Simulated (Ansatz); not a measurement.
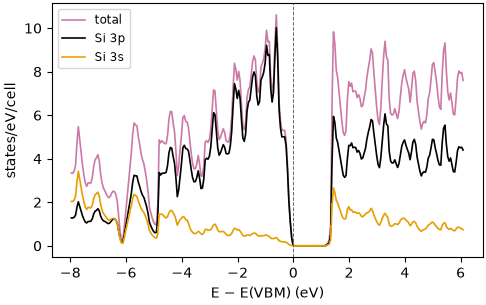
*Total and projected density of states of Si in space group P4_32_12 (No. 96; Si on 4a, Si on 8b), PBE in the plane-wave PAW code Ansatz*

Q: Which orbitals carry the states next to the gap?

A: Top 1 eV of the valence band: Si 3p 94 %. Bottom 1 eV of the conduction band: Si 3p 61 %, Si 3s 25 %, outside the projected shells 14 %. Projections are on Löwdin-orthogonalised atomic valence shells; empty p or d shells of many metals are not among them.

Q: Where is the tallest occupied peak in this window, and what makes it?

A: Near -0.6 eV, about 11 states/eV per cell; the largest projected share is Si 3p.

The start of the workflow was typed in or built on a structure type; neither database checked (COD, Materials Project) lists it. It is not the phase usual at ambient conditions (space group No. 227). The cell was relaxed with PBE under the symmetry of its start; its stability against distortions is not shown here.

Potentials: the earlier of the program's two PAW sets.
